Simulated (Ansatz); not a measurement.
The reference is CuI in the zinc blende structure (space group F-43m, No. 216; a = 6.079 Å).

Now apply this change: a fraction x = 0.25 of the Cu sites is given to Ag, ordered in a cell of 8 atoms (starting symmetry P-43m) and fully relaxed.

Computed with PBE (Ansatz, an electronic-structure program, PAW, spin-orbit coupling left out).

The zone is the changed cell's own and can be folded.

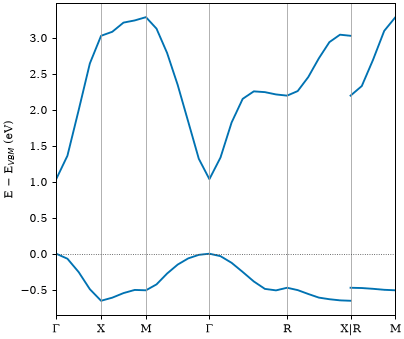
Figure. Highest valence and lowest conduction band along the path of the changed cell's own zone

Q: From the figure, how large is the changed gap, and is it direct?

A: About 1.04 eV, direct at Γ.

These are small ordered cells, not random alloys; other orderings at the same x differ. With I present, leaving out spin-orbit coupling can change the band edges. Stability against distortions was not tested. The final runs are not spin-polarised. Labels are those of the standard path for the cell's own space group.
